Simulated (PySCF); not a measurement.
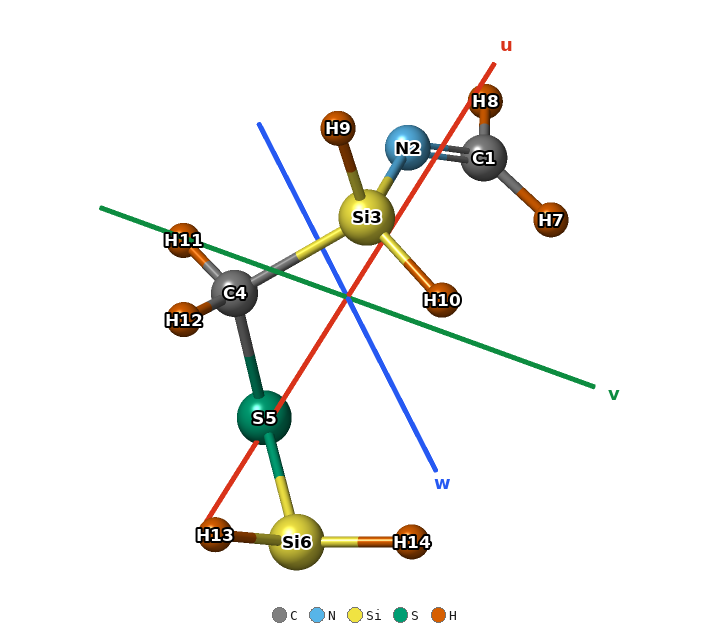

The lines u, v and w are the principal axes of the g tensor. State: neutral, doublet. The geometry was computed by an optimisation with GFN2-xTB. No frequency run is at hand to confirm it as a minimum. Level of theory: UKS B3LYP, pcH-1 on C H N S Si, non-relativistic, mean-field spin-orbit, GIAO (PySCF 2.14.0).

> Along which axis does g lie farthest from the free-electron value?

Along v: the shift is 3725 ppm.

Give the principal values and shifts.

```json
{"axis": "u", "g": "2.00185", "shift (ppm)": "−468"}
{"axis": "v", "g": "2.00604", "shift (ppm)": "3725"}
{"axis": "w", "g": "2.00470", "shift (ppm)": "2382"}
```

The geometry is semi-empirical. Around Si such bond lengths and angles can be off by a tenth of an ångström or more and by several degrees, and values that hang on the shape move with them.
